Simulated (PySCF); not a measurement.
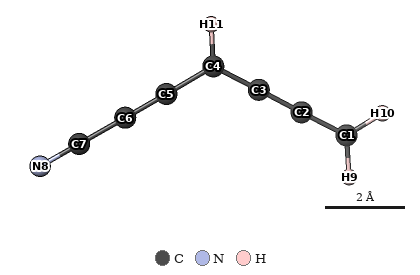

*The structure (ball-and-stick view, seen at a tilt; atoms are numbered from 1 in the order of the input).*

Bond lengths as drawn: C–C 1.22 to 1.39 Å, C–H 1.08 Å and C–N 1.15 Å.

# NMR shielding calculation of C₇H₃N

System: C₇H₃N.
Method: GIAO BP86/pcSseg-1 NMR shielding, non-relativistic, gas phase (PySCF 2.14.0).

The geometry comes from this level: GFN2-xTB. Figures and captions count atoms from 1; the log counts them from 0 in places.

### The program's output
```
coarse grid: 10528 points
cycle   1  E = -322.9632529187  dE =  1.226e+00  |g| = 4.997e-01  |ddm| = 4.101e+00
cycle   2  E = -322.7443011994  dE =  2.190e-01  |g| = 1.057e+00  |ddm| = 1.899e+00
cycle   3  E = -322.9693192829  dE = -2.250e-01  |g| = 4.699e-01  |ddm| = 1.437e+00
cycle   4  E = -323.0256758753  dE = -5.636e-02  |g| = 1.060e-01  |ddm| = 4.371e-01
cycle   5  E = -323.0279080014  dE = -2.232e-03  |g| = 6.503e-02  |ddm| = 1.297e-01
cycle   6  E = -323.0289395855  dE = -1.032e-03  |g| = 2.028e-02  |ddm| = 6.079e-02
cycle   7  E = -323.0290308237  dE = -9.124e-05  |g| = 6.880e-03  |ddm| = 2.226e-02
cycle   8  E = -323.0290417866  dE = -1.096e-05  |g| = 3.125e-03  |ddm| = 8.741e-03
cycle   9  E = -323.0290443399  dE = -2.553e-06  |g| = 1.383e-03  |ddm| = 4.253e-03
final grid: 105568 points
cycle  10  E = -323.0973344970  dE = -1.204e-05  |g| = 6.806e-03  |ddm| = 1.109e-01
cycle  11  E = -323.0971945445  dE =  1.400e-04  |g| = 2.123e-02  |ddm| = 2.526e-02
cycle  12  E = -323.0973452302  dE = -1.507e-04  |g| = 3.184e-03  |ddm| = 2.165e-02
cycle  13  E = -323.0973481780  dE = -2.948e-06  |g| = 1.238e-03  |ddm| = 3.127e-03
cycle  14  E = -323.0973485289  dE = -3.510e-07  |g| = 3.172e-04  |ddm| = 1.134e-03
cycle  15  E = -323.0973485504  dE = -2.145e-08  |g| = 1.422e-04  |ddm| = 4.041e-04
cycle  16  E = -323.0973485548  dE = -4.393e-09  |g| = 6.483e-05  |ddm| = 1.844e-04
cycle  17  E = -323.0973485561  dE = -1.307e-09  |g| = 2.322e-05  |ddm| = 7.700e-05
cycle  18  E = -323.0973485562  dE = -1.311e-10  |g| = 6.042e-06  |ddm| = 2.465e-05
```

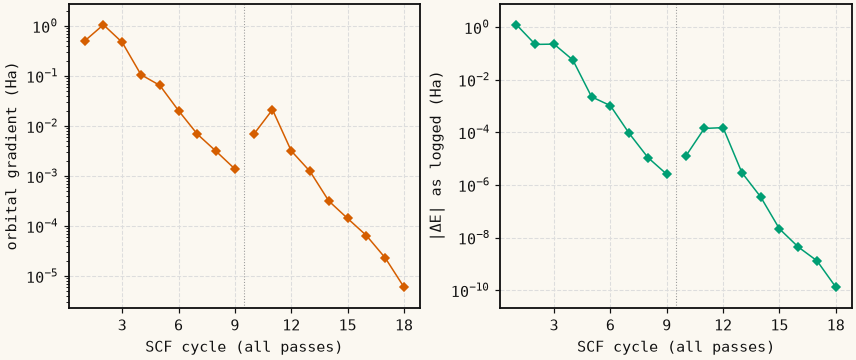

*Convergence of the self-consistent field: orbital gradient and size of the energy change against the SCF cycle. The dotted line marks the change from a coarse to the final integration grid.*

The first 9 cycles use a coarse grid, the final grid takes over at cycle 10, and the field converges after 18 cycles in all.

```
converged SCF energy = -323.0973485562

GIAO shielding tensors (ppm)
atom      isotropic    diamagn.    paramagn.     s11        s22        s33       span
  0 C       70.628     266.851    -196.223      5.980     39.793    166.111    160.132
  1 C        6.671     256.926    -250.254    -29.141     10.806     38.349     67.490
  2 C      -12.755     252.785    -265.540    -47.085    -19.778     28.597     75.682
  3 C       88.421     267.822    -179.401     37.381     71.515    156.368    118.987
  4 C       99.226     255.607    -156.381     -1.796     10.984    288.490    290.286
  5 C      104.434     244.850    -140.416     51.028     66.298    195.977    144.949
  6 C       73.709     266.477    -192.768    -31.579    -31.136    283.842    315.422
  7 N      -59.406     343.307    -402.712   -222.390   -219.602    263.775    486.165
  8 H       25.668      32.421      -6.754     24.416     24.900     27.687      3.271
  9 H       25.666      27.634      -1.968     24.458     24.809     27.731      3.273
 10 H       25.666      27.893      -2.227     21.943     26.213     28.843      6.900
```

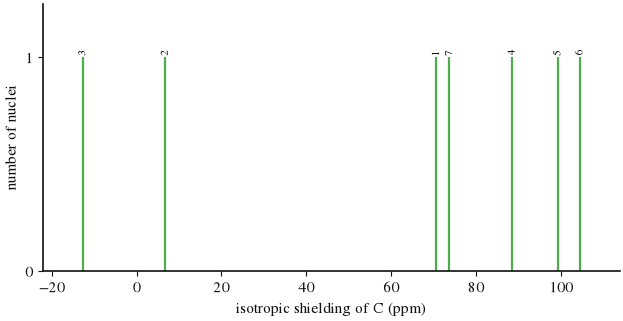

*Isotropic shieldings of the carbon nuclei in this fixed geometry, labelled by atom number; shielding grows to the right, so chemical shift grows to the left.*

The least shielded is C3 (−12.8 ppm), the most shielded C6 (104.4 ppm).

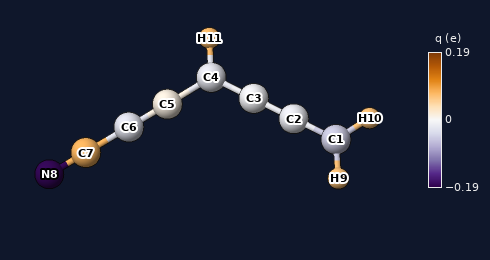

*Hirshfeld charges, as the colour of each atom (ball-and-stick view, seen at a tilt; atoms are numbered from 1 in the order of the input).*

By element: C −0.05 to +0.08, N −0.18 and H +0.07 e.

This output came from the following input.

### Input file
```
{"job": {"kind": "nmr", "xc": "BP86", "basis": "pcSseg-1", "pop": true}, "charge": 0, "multiplicity": 1}
C      3.153739    -0.529459    -0.095787
C      1.975350     0.043260    -0.097898
C      0.854908     0.604787    -0.102994
C     -0.335852     1.187010    -0.111935
C     -1.522635     0.458771    -0.088345
C     -2.564658    -0.166866    -0.069695
C     -3.729272    -0.861097    -0.052244
N     -4.717900    -1.450710    -0.038540
H      3.254012    -1.602294    -0.072299
H      4.061389     0.051613    -0.117646
H     -0.423657     2.267656    -0.138660
```

The first line tells a small driver script what to run in PySCF; the rest is the geometry in Å.

Command:
```bash
OMP_NUM_THREADS=1 python <driver script> task.json out
```

### Key numbers

```tsv
quantity	value
outcome	converged
total energy	−323.097349 hartree
HOMO	−6.57 eV
LUMO	−3.93 eV
dipole moment	5.53 D
isotropic shielding, C	−12.8 to 104.4 ppm
isotropic shielding, N	−59.4 ppm
isotropic shielding, H	25.7 ppm
hardware	1 CPU thread, shared host
wall time	20 s
peak memory	0.67 GiB
```

Settings chosen away from the usual ones: BP86/pcSseg-1.
